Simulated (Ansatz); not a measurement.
# singlet SF+ at 6 levels

Wanted: a comparison of 6 runs (B3LYP/STO-3G, PBE0/STO-3G, SVWN5/STO-3G, revPBE/STO-3G, BCCD(T)/STO-3G, FCI/STO-3G) of singlet SF+. 

The calculation is run with Ansatz 0.2.0.

34 further runs of the same task are left out: 6 that didn't finish, 28 set aside as unsound or not needed.

### 1 Starting point

SF+ has 2 atoms, charge +1, and is taken as a singlet. SMILES of the parent species: `F[S]`. The shape is that of a PBE0-D4/def2-TZVP optimisation. That shape belongs to the parent species and isn't relaxed for this state.

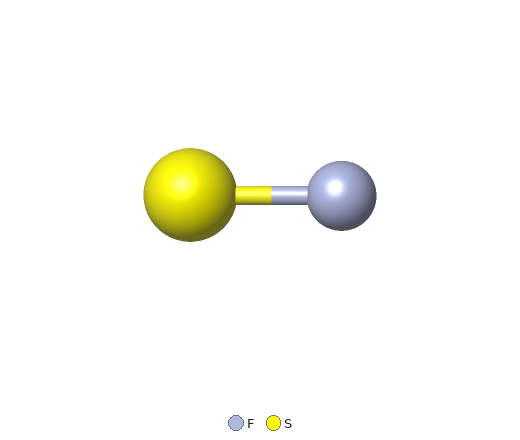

Viewed from a chosen angle; fluorine light blue, sulfur yellow.

### 2 The energy at B3LYP/STO-3G (run 1)

Contents of molecule.yaml:

```yaml
crystal:
  periodic: [false, false, false]
  atoms:
    - {symbol: F, position_ang: [-0.000000, -0.000000, 0.016120]}
    - {symbol: S, position_ang: [0.000000, 0.000000, 1.610410]}
basis:
  gaussian: {orbitals: STO-3G}
total_charge: 1
magnetization: {spin_polarized: false, initial_magnetization: 0}
hamiltonian: {xc: {name: B3LYP}}
accuracy: high
```

The run is started by

```console
$ ansatz run molecule.yaml --threads 1 --pin off --max-ram 3480MiB --events-out events.jsonl --progress --plain --runs-dir runs
```

Standard output:

```text
Warning: RAYON_NUM_THREADS=1 ignored (pool sized by the plan → 1); use --threads N
Functional definition: B3LYP
  name "B3LYP"
  parameter a0 = 0.2
  parameter ax = 0.72
  parameter ac = 0.81
  exchange = (1 - a0 - ax)*slater_x + ax*b88_x + a0*exact_x
  correlation = (1 - ac)*vwn_rpa_c + ac*lyp_c
224 factors; integrals over basis functions are off by at most 2.9e-8 eV
mean field evaluation 1: about -13375.7941 eV, gradient 3.3e1 eV
mean field evaluation 2: about -13326.8246 eV, gradient 1.0e2 eV
mean field evaluation 4: about -13381.6266 eV, gradient 3.2e0 eV
mean field evaluation 8: about -13381.6585 eV, gradient 3.6e-1 eV
mean field evaluation 16: about -13381.6589 eV, gradient 1.5e-7 eV
mean field -13381.65887292 eV, -491.7668931658 hartree, gradient 2.2e-9 eV, S^2 0.000000; 1 other end points of the search recorded, 0 dependent functions left out
reference -13381.65888841 eV, -491.7668937349 hartree; 12, 12 occupied and 2, 2 virtual orbitals, 224 factors
Total energy: -13381.65888841 eV, -491.7668937349 hartree
```

Run time: 0.74 s. Hardware: 1 thread of Arm Neoverse V1, shared host.

### 3 The energy at PBE0/STO-3G (run 2)

Contents of in.yaml:

```yaml
crystal:
  periodic: [false, false, false]
  atoms:
    - {symbol: F, position_ang: [-0.000000, -0.000000, 0.016120]}
    - {symbol: S, position_ang: [0.000000, 0.000000, 1.610410]}
basis:
  gaussian:
    orbitals: STO-3G
total_charge: 1
hamiltonian:
  xc: pbe0
accuracy: high
```

The run is started by

```console
$ ansatz run in.yaml --threads 1 --pin off --max-ram 3480MiB --events-out events.jsonl --progress --plain --runs-dir runs
```

Standard output:

```text
Warning: RAYON_NUM_THREADS=1 ignored (pool sized by the plan → 1); use --threads N
Functional definition: PBE0
  name "PBE0"
  parameter a = 0.25
  parameter kappa = 0.804
  parameter beta = 0.06672455060314922
  exchange = (1 - a)*pbe_x(kappa = kappa, mu = beta*pi^2/3) + a*exact_x
  correlation = pbe_c(beta = beta)
224 factors; integrals over basis functions are off by at most 2.9e-8 eV
mean field evaluation 1: about -13370.4964 eV, gradient 3.2e1 eV
mean field evaluation 2: about -13325.7148 eV, gradient 1.0e2 eV
mean field evaluation 4: about -13376.0948 eV, gradient 1.7e0 eV
mean field evaluation 8: about -13376.1074 eV, gradient 2.2e-1 eV
mean field evaluation 16: about -13376.1076 eV, gradient 1.3e-7 eV
mean field -13376.10757486 eV, -491.5628867247 hartree, gradient 3.5e-9 eV, S^2 0.000000; 0 other end points of the search recorded, 0 dependent functions left out
reference -13376.10757549 eV, -491.5628867481 hartree; 12, 12 occupied and 2, 2 virtual orbitals, 224 factors
Total energy: -13376.10757549 eV, -491.5628867481 hartree
```

It took 0.56 s on 1 thread of Arm Neoverse V1, shared host.

Runs 3 to 4 aren't shown in full; the table further down has their settings and results.

### 4 A single-point energy at BCCD(T)/STO-3G (run 5)

Contents of in.yaml:

```yaml
basis:
  gaussian: {orbitals: STO-3G}
crystal:
  periodic: [false, false, false]
  atoms:
    - {symbol: F, position_ang: [-0.000000, -0.000000, 0.016120]}
    - {symbol: S, position_ang: [0.000000, 0.000000, 1.610410]}
total_charge: 1
correlation: {method: bccd_t, frozen_orbitals: {F: 1, S: 5}}
accuracy: high
scf: {omitted_lower_state_checks: [cluster_reference, increment]}
```

The run is started by

```console
$ ansatz run in.yaml --threads 1 --pin off --max-ram 3480MiB --events-out events.jsonl --progress --plain --runs-dir runs
```

Standard output:

```text
Warning: RAYON_NUM_THREADS=1 ignored (pool sized by the plan → 1); use --threads N
[... 12 lines left out ...]
6 core orbitals not correlated: weight in the atoms' cores, before any rotation towards them, 1.000 or more for the frozen orbitals, at most 0.000 for the correlated occupied ones
[... 31 lines left out ...]
Total energy: -13359.02906832 eV, -490.9352631858 hartree
Checks for a lower state left out: cluster_reference, increment
```

Run time: 0.2 s. Hardware: 1 thread of Arm Neoverse V1, shared host.

### 5 A single-point energy at FCI/STO-3G (run 6)

Contents of in.yaml:

```yaml
crystal:
  periodic: [false, false, false]
  atoms:
    - symbol: F
      position_ang: [-0.000000, -0.000000, 0.016120]
    - symbol: S
      position_ang: [0.000000, 0.000000, 1.610410]
basis:
  gaussian:
    orbitals: STO-3G
total_charge: 1
correlation:
  method: fci
  frozen_orbitals: {F: 1, S: 5}
accuracy: high
```

The run is started by

```console
$ ansatz run in.yaml --threads 1 --pin off --max-ram 3480MiB --events-out events.jsonl --progress --plain --runs-dir runs
```

Standard output, cut to the lines that bear on the results:

```text
Warning: RAYON_NUM_THREADS=1 ignored (pool sized by the plan → 1); use --threads N
Functional definition: HF
  name "HF"
[...]
224 factors; integrals over basis functions are off by at most 2.9e-8 eV
[...]
mean field -13356.12398058 eV, -490.8285031803 hartree, gradient 2.4e-8 eV, S^2 0.000000; 2 other end points of the search recorded, 0 dependent functions left out; unrestricted orbitals would lower it
[...]
unrestricted determinant -13357.64851255 eV, -490.8845286967 hartree, S^2 1.0000
6 core orbitals not correlated: weight in the atoms' cores, before any rotation towards them, 1.000 or more for the frozen orbitals, at most 0.000 for the correlated occupied ones
reference -13356.12398058 eV, -490.8285031803 hartree; 6, 6 occupied and 2, 2 virtual orbitals, 224 factors
state -13359.25517639 eV, -490.9435725040 hartree
Total energy: -13359.25517639 eV, -490.9435725040 hartree
```

Wall time 0.12 s (1 thread of Arm Neoverse V1, shared host).

### 6 Overview of the runs

```tsv
run	level	frozen core orbitals	energy (Eh)	wall time
1	B3LYP/STO-3G	–	-491.766894	0.74 s
2	PBE0/STO-3G	–	-491.562887	0.56 s
3	SVWN5/STO-3G	–	-489.728978	0.58 s
4	revPBE/STO-3G	–	-491.687634	0.91 s
5	BCCD(T)/STO-3G	6	-490.935263	0.2 s
6	FCI/STO-3G	6	-490.943573	0.12 s
```

### 7 Outcome

| quantity | value |
| --- | --- |
| run 6: total energy | -490.94357 Eh |
| run 6: correlation energy (6 core orbitals frozen) | -115.1 mEh |

Against full CI in this basis: BCCD(T) +8.3 mEh. Totals of different functionals can't be ranked against each other. In run 5 the log says that unrestricted orbitals would lower the reference, so the values rest on an unstable closed-shell determinant (other closed-shell runs at this shape may share the fault). In runs 1, 2, 3, 4, 5, 6 the basis is minimal, so the values are rough. All runs together took 3.1 s, the longest 0.91 s.
